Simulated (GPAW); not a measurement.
**Quasiparticle gap of Si2MoN4 (MoSi2N4-type monolayer) in GPAW**

Aim: the G0W0 gap of Si2MoN4 (MoSi2N4-type monolayer) on LDA, step by step.

Calculated with GPAW 26.7.0; LDA and many-body steps on it, plane waves.

## Step 1: Set-up

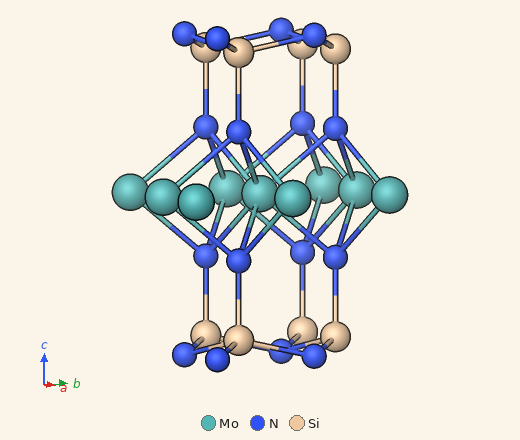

The cell as given, from the side, with the c axis up (molybdenum teal, nitrogen blue, silicon light orange). 2×2×1 cells are drawn. Bonds to atoms that aren't drawn are left out. Some periodic images of atoms are drawn too.

The cell holds 7 atoms: 1 Mo, 4 N and 2 Si. Cell: a = 2.909 Å, b = 2.909 Å, c = 17.900 Å, α = 90.0°, β = 90.0°, γ = 120.0°. Vacuum lies along c.

The start is a generated structure, not a measured one.

## Step 2: Relaxation

This step: GPAW 26.7.0; DFT, LDA, plane waves, PAW.

A relaxation at this level of theory: leftover forces would pass straight into the levels.

run.py reads:

```python
import json
import numpy as np
from gpaw.mpi import world
from ase import Atoms
from ase.constraints import FixSymmetry
from ase.filters import FrechetCellFilter
from ase.optimize import BFGS
from gpaw import GPAW, PW, FermiDirac

atoms = Atoms(['Mo', 'N', 'N', 'Si', 'Si', 'N', 'N'],
    cell=[[2.9094724000, 0.0000000000, 0.0000000000],
      [-1.4547362000, 2.5196770100, 0.0000000000],
      [0.0000000000, 0.0000000000, 17.9000000000]],
    scaled_positions=[[0.0000000000, 0.0000000000, 0.5000000000],
      [0.3333333333, 0.6666666667, 0.5778577430],
      [0.3333333333, 0.6666666667, 0.4221422570],
      [0.3333333333, 0.6666666667, 0.6738018771],
      [0.3333333333, 0.6666666667, 0.3261981229],
      [0.6666666667, 0.3333333333, 0.6937723783],
      [0.6666666667, 0.3333333333, 0.3062276217]],
    pbc=(True, True, False))
atoms.set_constraint(FixSymmetry(atoms))
atoms.calc = GPAW(mode=PW(700),
    xc='LDA',
    kpts={'size': (9, 9, 1), 'gamma': True},
    occupations=FermiDirac(0.02),
    convergence={'density': 1e-5},
    txt='relax.txt')
steps = []
opt = BFGS(FrechetCellFilter(atoms, mask=[1, 1, 0, 0, 0, 1]), logfile='bfgs.log')
opt.attach(lambda: steps.append([atoms.get_potential_energy(), atoms.cell[:], atoms.positions.copy(), atoms.get_forces()]))
converged = opt.run(fmax=0.03, steps=50)
res = {'converged': bool(converged), 'steps': steps, 'cell': atoms.cell[:], 'frac': atoms.get_scaled_positions()}

if world.rank == 0:
    with open('result.json', 'w') as f:
        json.dump(res, f, default=lambda x: x.tolist())
```

Started as:

```
> mpirun -n 16 gpaw python run.py
```

Numbers of over 12 decimals in the logs are rounded to 6 here.

What it wrote:

```text
Step     Time          Energy          fmax
BFGS:    0       -67.615436        4.301588
BFGS:    1       -68.217484        2.260382
BFGS:    2       -68.611259        0.644778
[...]
BFGS:    9       -68.701873        0.031870
BFGS:   10       -68.702169        0.002870
```

Elapsed: 54 s, on 16 MPI ranks of Arm Neoverse V2, shared host; peak memory 3.7 GiB.

Relaxation path:

| step | energy less that of the first step (eV) | largest force (eV/Å) |
| --- | --- | --- |
| 1 | 0.0000 | 4.3016 |
| 2 | -0.6020 | 2.2604 |
| 3 | -0.9958 | 0.6448 |
| 4 | -1.0183 | 0.5555 |
| 5 | -1.0766 | 0.5618 |
| 6 | -1.0808 | 0.2080 |
| 7 | -1.0809 | 0.0478 |
| 8 | -1.0814 | 0.0420 |
| 9 | -1.0853 | 0.0664 |
| 10 | -1.0864 | 0.0319 |
| 11 | -1.0867 | 0.0029 |

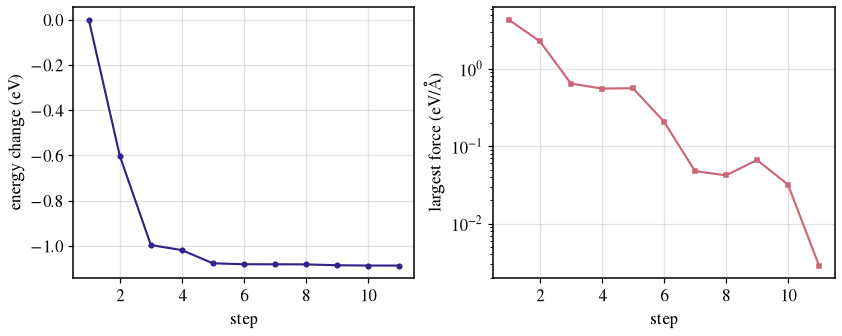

Energy and largest force along the relaxation.

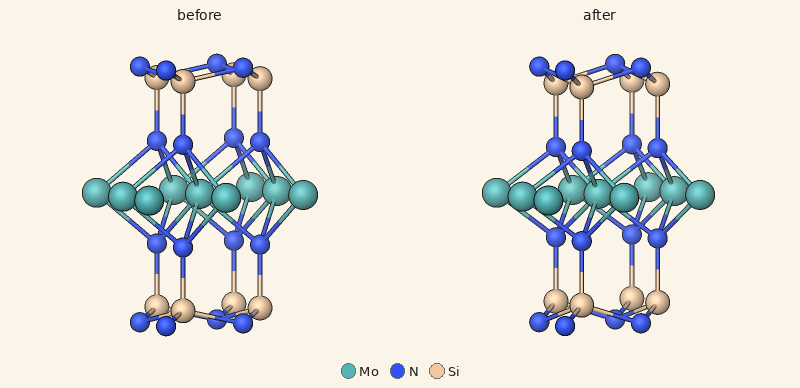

Before and after, at one scale. Bonds to atoms that aren't drawn are left out.

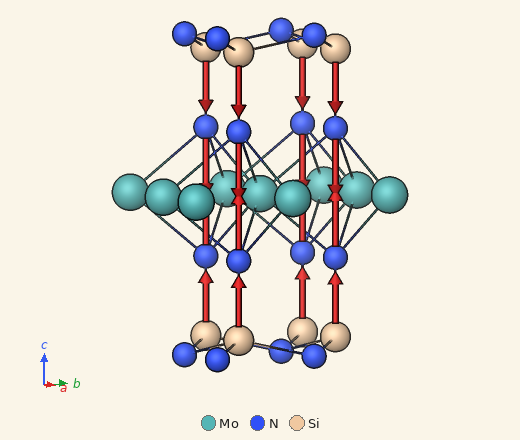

Displacements in the relaxation, exaggerated; the longest in the cell stands for 0.17 Å. Bonds to atoms that aren't drawn are left out. 2×2×1 cells are drawn. Some periodic images of atoms are drawn too.

The atoms that moved most (Å):

```csv
atom,dx,dy,dz,length
N3,0.000,0.000,0.169,0.169
N2,0.000,0.000,-0.169,0.169
Si4,0.000,0.000,-0.151,0.151
Si5,0.000,0.000,0.151,0.151
```

## Step 3: Ground state

The ground-state density comes first.

run.py reads:

```python
import json
import numpy as np
from gpaw.mpi import world
from ase import Atoms
from gpaw import GPAW, PW, FermiDirac

atoms = Atoms(['Mo', 'N', 'N', 'Si', 'Si', 'N', 'N'],
    cell=[[2.8663392189, 0.0000000000, 0.0000000000],
      [-1.4331696094, 2.4823225794, 0.0000000000],
      [0.0000000000, 0.0000000000, 17.9000000000]],
    scaled_positions=[[0.0000000000, 0.0000000000, 0.5000000000],
      [0.3333333333, 0.6666666667, 0.5684351220],
      [0.3333333333, 0.6666666667, 0.4315648780],
      [0.3333333333, 0.6666666667, 0.6653937866],
      [0.3333333333, 0.6666666667, 0.3346062134],
      [0.6666666667, 0.3333333333, 0.6937060245],
      [0.6666666667, 0.3333333333, 0.3062939755]],
    pbc=(True, True, False))
calc = GPAW(mode=PW(600),
    xc='LDA',
    kpts={'size': (12, 12, 1), 'gamma': True},
    occupations=FermiDirac(0.001),
    nbands=-9,
    convergence={'density': 1e-6, 'bands': -3},
    maxiter=100,
    txt='gs.txt')
atoms.calc = calc
res = {'energy': atoms.get_potential_energy()}
kpts = calc.get_ibz_k_points()
res['kpts'] = kpts
res['eigenvalues'] = [calc.get_eigenvalues(kpt=k) for k in range(len(kpts))]
res['n_electrons'] = calc.get_number_of_electrons()
calc.write('gs.gpw')

if world.rank == 0:
    with open('result.json', 'w') as f:
        json.dump(res, f, default=lambda x: x.tolist())
```

Started as:

```
> mpirun -n 16 gpaw python run.py
```

What it wrote:

```text
__  _  _
 | _ |_)|_||  |
 |__||  | ||/\| - 26.7.0

Input parameters:
  mode=PW(ecut=600.0),
  convergence={'density': 1e-06, 'bands': -3},
  kpts=MonkhorstPack(size=(12, 12, 1), gamma=True),
  maxiter=100,
  nbands=-9,
  occupations=Occupations(name='fermi-dirac', width=0.001, fixmagmom=False),
  xc=XC(name='LDA')
  [... matrices ...]
Diagonalizing LCAO Hamiltonian
Converting LCAO to pw mode

        Si N

        N

       Mo
        N

        Si
           N

Atoms  # Å, Bohr magnetons
|   | symbol |         x |        y |         z |    initial magnetic moments |
| 0 |     Mo |  0.000000 | 0.000000 |  8.950000 | ( 0.0000,  0.0000,  0.0000) |
| 1 |      N | -0.000000 | 1.654882 | 10.174989 | ( 0.0000,  0.0000,  0.0000) |
| 2 |      N | -0.000000 | 1.654882 |  7.725011 | ( 0.0000,  0.0000,  0.0000) |
| 3 |     Si | -0.000000 | 1.654882 | 11.910549 | ( 0.0000,  0.0000,  0.0000) |
| 4 |     Si | -0.000000 | 1.654882 |  5.989451 | ( 0.0000,  0.0000,  0.0000) |
| 5 |      N |  1.433170 | 0.827441 | 12.417338 | ( 0.0000,  0.0000,  0.0000) |
| 6 |      N |  1.433170 | 0.827441 |  5.482662 | ( 0.0000,  0.0000,  0.0000) |

Unit cell  # Å
| periodic |         x |        y |         z |   lengths |     angles |
|      yes |  2.866339 | 0.000000 |  0.000000 |  2.866339 |  90.000000 |
|      yes | -1.433170 | 2.482323 |  0.000000 |  2.866339 |  90.000000 |
|       no |  0.000000 | 0.000000 | 17.900000 | 17.900000 | 120.000000 |

Number of symmetries: 12
Symmetry operations  # r_c * U_cc + t_c -> r_c
|    | kind |            matrix            |
|  0 |  σ   |  1, 1, 0,  0,-1, 0,  0, 0, 1 |
|  1 |  C2  |  1, 1, 0,  0,-1, 0,  0, 0,-1 |
|  2 |  E   |  1, 0, 0,  0, 1, 0,  0, 0, 1 |
|  3 |  σ   |  1, 0, 0,  0, 1, 0,  0, 0,-1 |
|  4 |  C3  |  0, 1, 0, -1,-1, 0,  0, 0, 1 |
|  5 |  S3  |  0, 1, 0, -1,-1, 0,  0, 0,-1 |
|  6 |  σ   |  0,-1, 0, -1, 0, 0,  0, 0, 1 |
|  7 |  C2  |  0,-1, 0, -1, 0, 0,  0, 0,-1 |
|  8 |  σ   | -1, 0, 0,  1, 1, 0,  0, 0, 1 |
|  9 |  C2  | -1, 0, 0,  1, 1, 0,  0, 0,-1 |
| 10 |  C3  | -1,-1, 0,  1, 0, 0,  0, 0, 1 |
| 11 |  S3  | -1,-1, 0,  1, 0, 0,  0, 0,-1 |

BZ-sampling:
  Number of BZ points: 144
  Number of IBZ points: 19

  Monkhorst-Pack size: [12, 12, 1]
  Monkhorst-Pack shift: [0.041667, 0.041667, 0.0]

K-points  # in reciprocal-cell coordinates
|     |                                coordinates |     weight |
|   0 | ( -0.00000000,  -0.00000000,   0.00000000) | 0.00694444 |
|   1 | (  0.08333333,  -0.00000000,   0.00000000) | 0.04166667 |
|   2 | (  0.16666667,  -0.08333333,   0.00000000) | 0.04166667 |
|   3 | (  0.16666667,  -0.00000000,   0.00000000) | 0.04166667 |
|   4 | (  0.25000000,  -0.08333333,   0.00000000) | 0.08333333 |
|   5 | (  0.25000000,  -0.00000000,   0.00000000) | 0.04166667 |
|   6 | (  0.33333333,  -0.16666667,   0.00000000) | 0.04166667 |
|   7 | (  0.33333333,  -0.08333333,   0.00000000) | 0.08333333 |
|   8 | (  0.33333333,  -0.00000000,   0.00000000) | 0.04166667 |
|   9 | (  0.33333333,   0.33333333,   0.00000000) | 0.01388889 |
| ... |                                            |            |
|  18 | (  0.50000000,   0.50000000,   0.00000000) | 0.02083333 |

Plane wave coefficients: 4288
Cutoff: 600.0 eV

Spin-components: 1 (collinear spins)
Bands:           30
Projectors:      36
Spin-degeneracy: 2
Datatype:        complex128

  Storage: CPU
  Wave functions: 38_842_080 bytes (2_427_630 per core)
  Projectors: 41_431_552 bytes (2_589_472 per core)
  [... matrices ...]
Parallelization:
  kpt:    4
  domain: 4
  band:   1

Density:
  Valence electrons: 42.0
  Components: 1
  Grid points: [ 18  18 105]
  Charge: 0.0  # |e|

Potential:
  Grid points: [ 18  18 105]

species:
  Mo:
    name:    Molybdenum
    Z:       42.0
    valence: 14
    core:    28
    charge:  0.0  # [|e|]
    compensation charges:
      type: gauss
      rc: 0.38  # [Å]
      lmax: 2
    cutoffs:
      filter: 2.16  # [Å]
      core: 1.42  # [Å]
    projectors
    | kind |    occ | energy [eV] | rcut [Å] |
    |   4s |  2.000 |     -64.384 |    1.238 |
    |   5s |  1.000 |      -4.319 |    1.238 |
    |   4p |  6.000 |     -38.595 |    1.296 |
    |   5p |  0.000 |      -1.161 |    1.296 |
    |   4d |  5.000 |      -3.933 |    1.296 |
    |    d |        |      23.278 |    1.296 |

    Using partial waves for Mo as LCAO basis

  N:
    name:    Nitrogen
    Z:       7.0
    valence: 5
    core:    2
    charge:  0.0  # [|e|]
    compensation charges:
      type: gauss
      rc: 0.18  # [Å]
      lmax: 2
    cutoffs:
      filter: 1.11  # [Å]
      core: 0.96  # [Å]
    projectors
    | kind |    occ | energy [eV] | rcut [Å] |
    |   2s |  2.000 |     -18.420 |    0.603 |
    |   2p |  3.000 |      -7.237 |    0.529 |
    |    s |        |       8.791 |    0.603 |
    |    p |        |      19.974 |    0.529 |
    |    d |        |       0.000 |    0.577 |

    Using partial waves for N as LCAO basis

  Si:
    name:    Silicon
    Z:       14.0
    valence: 4
    core:    10
    charge:  0.0  # [|e|]
    compensation charges:
      type: gauss
      rc: 0.33  # [Å]
      lmax: 2
    cutoffs:
      filter: 1.86  # [Å]
      core: 2.06  # [Å]
    projectors
    | kind |    occ | energy [eV] | rcut [Å] |
    |   3s |  2.000 |     -10.878 |    1.058 |
    |   3p |  2.000 |      -4.162 |    1.058 |
    |    s |        |      16.334 |    1.058 |
    |    p |        |      23.049 |    1.058 |
    |    d |        |       0.000 |    1.058 |

    Using partial waves for Si as LCAO basis

Reference energy: -131620.737178  # eV

eigensolver:
  PPCG
  Converge bands: -3
  niter=2

density mixing:
  MSR1-Mixer
  Pratt-step length: 0.05
  Maximum mixing coefficient: 0.75
  Old densities: 10
  SVD Regularization: 0.005
  Good broyden scale: 1.0
  Trust region scale: 1.0
  Backstep threshold: 4.0
  History deletion threshold: 6.0
  Fourier metric: weight=20.0, sigma=0.015

occupation numbers:
  Fermi-Dirac:
    width: 0.0010  # eV

poisson solver:
  ecut: 4800.0  # eV

xc functional:
  name: None

Initialization done in: 1.467 s

convergence criteria:
- Maximum integral of absolute [dens]ity change: 1e-06 electrons / valence electron
- Maximum [total energy] change in last 3 cyles: 0.0005 eV / valence electron
- Maximum integral of absolute [eigenst]ate change: 4e-08 eV^2 / valence electron
maximum number of iterations: 100

SCF iterations
|iter     |     time |      energy | eigst |  dens |
|iter:   1|  |  -77.674297 | +0.74 |       |
|iter:   2|  |  -74.917532 | -0.77 | -0.67 |
|iter:   3|  |  -68.264129 | -0.05 | -0.73 |
|iter:   4|  |  -68.214420 | -1.22 | -1.37 |
|iter:   5|  |  -68.156338 | -1.66 | -1.59 |
|iter:   6|  |  -68.150274 | -2.13 | -1.89 |
|iter:   7|  |  -68.145463c| -2.72 | -2.42 |
|iter:   8|  |  -68.145532c| -4.13 | -3.00 |
|iter:   9|  |  -68.145539c| -5.21 | -3.42 |
|iter:  10|  |  -68.145539c| -5.81 | -4.21 |
|iter:  11|  |  -68.145539c| -6.50 | -4.69 |
|iter:  12|  |  -68.145539c| -6.96 | -5.33 |
|iter:  13|  |  -68.145539c| -7.39 | -6.10c|
|iter:  14|  |  -68.145539c| -7.74c| -6.60c|

Converged in 14 steps
SCF loop duration: 7.130 s (0.509 s/step)
Energy contributions relative to reference atoms: (reference = -131620.737178)
  [... matrices ...]
Energy contributions:
  Kinetic:          44.434248
  Coulomb:         -43.402558
  Zero:             -0.515237
  External:          0.000000
  Xc:              -68.661992
  Entropy:          -0.000000
  Spinorbit:         0.000000
  ----------------------------
  Free energy:     -68.145539
  Extrapolated:    -68.145539

dipole moment: (-10.173747, -6.593167, -0.000017)  # |e|*Ang

Fermi level: 3.924
Eigenvalues  # (at kpt = [-0.000, -0.000, 0.000])
| band index |      eig [eV] | occ [0-2] |
|          0 |       -58.581 |     2.000 |
|        ... |               |           |
|         13 |        -1.198 |     2.000 |
|         14 |        -1.198 |     2.000 |
|         15 |        -1.086 |     2.000 |
|         16 |        -1.086 |     2.000 |
|         17 |         0.003 |     2.000 |
|         18 |         0.003 |     2.000 |
|         19 |         0.272 |     2.000 |
|         20 |         2.724 |     2.000 |
|         21 |         5.601 |     0.000 |
[...]
|         25 |         6.997 |     0.000 |
|         26 |         7.188 |     0.000 |
|         27 |         8.022 |     0.000 |
|         28 |         8.495 |     0.000 |
|         29 |         8.741 |     0.000 |

Gap: 1.756 eV
Transition (v -> c):
  (s=0, k=0, n=20, [-0.00, -0.00, 0.00]) -> (s=0, k=9, n=21, [0.33, 0.33, 0.00])
Direct/indirect transitions are different
Direct gap: 2.161 eV
Transition at: (s=0, k=9, n=20, [0.33, 0.33, 0.00])
vacuum-level: 8.309  # V
# Writing to gs.gpw (mode='')
  [... matrices ...]
```

Elapsed: 11 s, on 16 MPI ranks; peak memory 2.6 GiB.

Numbers from this step:

```
total energy               : -68.1455 eV
gap                        : 1.756 eV
k of the valence top       : 0, 0, 0
k of the conduction bottom : 0.3333, 0.3333, 0
least direct gap           : 2.161 eV
```

The gap is indirect, with the least direct gap 0.40 eV higher.

## Step 4: Bands along the symmetry lines

The cheap functional maps the bands first; the places of the edges decide which points the dearer methods must see.

run.py reads:

```python
import json
import numpy as np
from gpaw.mpi import world
from gpaw import GPAW

path = [[0.000000, 0.000000, 0.000000],
    [0.062500, 0.000000, 0.000000],
    [0.125000, 0.000000, 0.000000],
    [0.187500, 0.000000, 0.000000],
    [0.250000, 0.000000, 0.000000],
    [0.312500, 0.000000, 0.000000],
    [0.375000, 0.000000, 0.000000],
    [0.437500, 0.000000, 0.000000],
    [0.500000, 0.000000, 0.000000],
    [0.479167, 0.041667, 0.000000],
    [0.458333, 0.083333, 0.000000],
    [0.437500, 0.125000, 0.000000],
    [0.416667, 0.166667, 0.000000],
    [0.395833, 0.208333, 0.000000],
    [0.375000, 0.250000, 0.000000],
    [0.354167, 0.291667, 0.000000],
    [0.333333, 0.333333, 0.000000],
    [0.291667, 0.291667, 0.000000],
    [0.250000, 0.250000, 0.000000],
    [0.208333, 0.208333, 0.000000],
    [0.166667, 0.166667, 0.000000],
    [0.125000, 0.125000, 0.000000],
    [0.083333, 0.083333, 0.000000],
    [0.041667, 0.041667, 0.000000],
    [0.000000, 0.000000, 0.000000]]
calc = GPAW('gs.gpw').fixed_density(kpts=path,
    symmetry='off',
    nbands=31,
    convergence={'bands': 27},
    txt='bands.txt')
res = {}
kpts = calc.get_ibz_k_points()
res['kpts'] = kpts
res['eigenvalues'] = [calc.get_eigenvalues(kpt=k) for k in range(len(kpts))]
res['n_electrons'] = calc.get_number_of_electrons()

if world.rank == 0:
    with open('result.json', 'w') as f:
        json.dump(res, f, default=lambda x: x.tolist())
```

Started as:

```
> mpirun -n 16 gpaw python run.py
```

What it wrote:

```text
Diagonalizing LCAO Hamiltonian
Converting LCAO to pw mode
convergence criteria:
- Maximum integral of absolute [eigenst]ate change: 4e-08 eV^2 / valence electron
maximum number of iterations: 100

SCF iterations
|iter     |     time |      energy | eigst |  dens |
|iter:   1|  |             | +0.86 |       |
|iter:   2|  |             | -0.71 |       |
|iter:   3|  |             | -1.41 |       |
[...]
|iter:  14|  |             | -6.67 |       |
|iter:  15|  |             | -7.28 |       |
|iter:  16|  |             | -7.70c|       |
SCF steps: 16
  __  _  _
 | _ |_)|_||  |
 |__||  | ||/\| - 26.7.0

Input parameters:
  mode=PW(ecut=600.0),
  convergence={'bands': 27},
  gpts=array([ 18,  18, 105]),
  kpts=KPoints(kpts=array([[0.      , 0.      , 0.      ],
         [0.0625  , 0.      , 0.      ],
         [0.125   , 0.      , 0.      ],
         [0.1875  , 0.      , 0.      ],
[...]
[0.479167, 0.041667, 0.      ],
         [0.458333, 0.083333, 0.      ],
[...]
[0.416667, 0.166667, 0.      ],
[...]
[0.25    , 0.25    , 0.      ],
[...]
[0.125   , 0.125   , 0.      ],
         [0.083333, 0.083333, 0.      ],
         [0.041667, 0.041667, 0.      ],
         [0.      , 0.      , 0.      ]])),
  maxiter=100,
  nbands=31,
  occupations=Occupations(name='fermi-dirac', width=0.001, fixmagmom=False),
  parallel={},
  symmetry=Symmetry(point_group=False, time_reversal=False),
  xc=XC(name='LDA')
  [... matrices ...]
timing:  # [seconds]
  Total: 0.047  # ━━━━━━━━━━━━━━━━━━━━━━━━━━━━━━━━━━━━━━━━━━━━━━━━━━━━━━━━━━━
```

Run time: 13 s. Hardware: 16 MPI ranks; peak memory 3.4 GiB; 2.9 min of CPU time.

Numbers from this step:

| Property | Result |
| --- | --- |
| gap | 1.756 eV |
| k of the valence top | 0, 0, 0 |
| k of the conduction bottom | 0.3333, 0.3333, 0 |
| least direct gap | 2.161 eV |

The gap is 1.756 eV, as in the run before at this level.

The electronic bands at the labelled points (eV, zero at the top of the highest filled band):

```
point  band 18  band 19  band 20  band 21  band 22  band 23  band 24  band 25
    Γ    -2.72    -2.72    -2.45     0.00     2.88     2.88     3.15     3.15
    M    -2.87    -2.09    -2.03    -1.10     2.31     2.81     3.21     3.57
    K    -3.16    -2.72    -2.34    -0.40     1.76     4.24     5.07     5.18
    Γ    -2.72    -2.72    -2.45     0.00     2.88     2.88     3.15     3.15
```

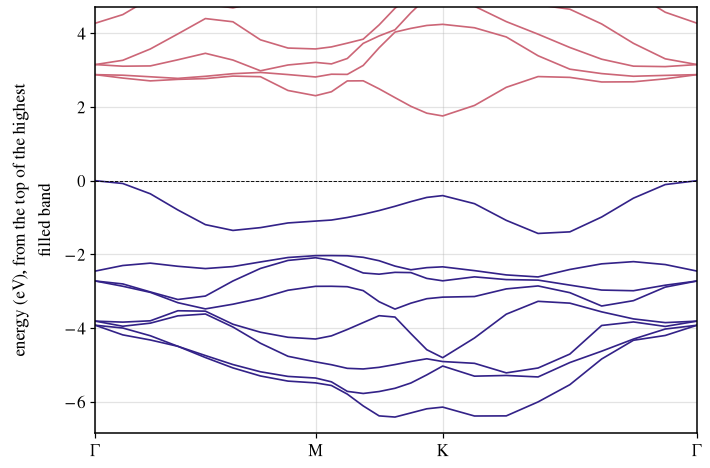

Electronic bands along the path; lines of filled and empty bands in two colours.

## Step 5: Empty states on the mesh, 12×12×1 mesh, 216 bands

The sums over transitions need many empty states on a uniform mesh; this step solves for them.

run.py reads:

```python
import json
import numpy as np
from gpaw.mpi import world
from gpaw import GPAW

calc = GPAW('gs.gpw').fixed_density(kpts={'size': (12, 12, 1), 'gamma': True},
    nbands=252,
    convergence={'bands': 216},
    txt='nscf.txt')
calc.write('full.gpw', mode='all')
res = {}
kpts = calc.get_ibz_k_points()
res['kpts'] = kpts
res['eigenvalues'] = [calc.get_eigenvalues(kpt=k) for k in range(len(kpts))]
res['n_electrons'] = calc.get_number_of_electrons()

if world.rank == 0:
    with open('result.json', 'w') as f:
        json.dump(res, f, default=lambda x: x.tolist())
```

Started as:

```
> mpirun -n 16 gpaw python run.py
```

What it wrote:

```text
Diagonalizing LCAO Hamiltonian
Converting LCAO to pw mode
convergence criteria:
- Maximum integral of absolute [eigenst]ate change: 4e-08 eV^2 / valence electron
maximum number of iterations: 100

SCF iterations
|iter     |     time |      energy | eigst |  dens |
|iter:   1|  |             | +4.32 |       |
|iter:   2|  |             | +3.13 |       |
|iter:   3|  |             | +2.01 |       |
[...]
|iter:  14|  |             | -6.68 |       |
|iter:  15|  |             | -7.20 |       |
|iter:  16|  |             | -7.65c|       |
SCF steps: 16
  __  _  _
 | _ |_)|_||  |
 |__||  | ||/\| - 26.7.0

Input parameters:
  mode=PW(ecut=600.0),
  convergence={'bands': 216},
  gpts=array([ 18,  18, 105]),
  kpts=MonkhorstPack(size=(12, 12, 1), gamma=True),
  maxiter=100,
  nbands=252,
  occupations=Occupations(name='fermi-dirac', width=0.001, fixmagmom=False),
  parallel={},
  xc=XC(name='LDA')
# Writing to full.gpw (mode='all')
  [... matrices ...]

timing:  # [seconds]
  Total: 0.207  # ━━━━━━━━━━━━━━━━━━━━━━━━━━━━━━━━━━━━━━━━━━━━━━━━━━━━━━━━━━━
```

Elapsed: 80 s, on 16 MPI ranks; peak memory 3.2 GiB; 19 min of CPU time.

This step gave:

```
gap                                                           : 1.756 eV
k of the valence top                                          : 0, 0, 0
k of the conduction bottom                                    : 0.3333, 0.3333, 0
least direct gap                                              : 2.161 eV
k points computed                                             : 19
lowest point of the top converged band, above the valence top : 69.9049 eV
```

On this mesh the gap is 1.756 eV.

(Continued in part 2 of 2.)

[Paths, hosts, dates, memory and timing lines, banners, echoed tables and standing remarks are left out of the program output.]

[Logs are printed without paths, hosts, clocks, repeated set-up lines and the standing remarks that a program may print on its own settings, such as how far it seeks lower states.]

[Runs of the session that timed out or met a known fault of the program may be left out.]

[Hosts, paths, dates, database ids (printed as entryN), source tags and the programs' standing remarks are cut or masked in the printed files.]
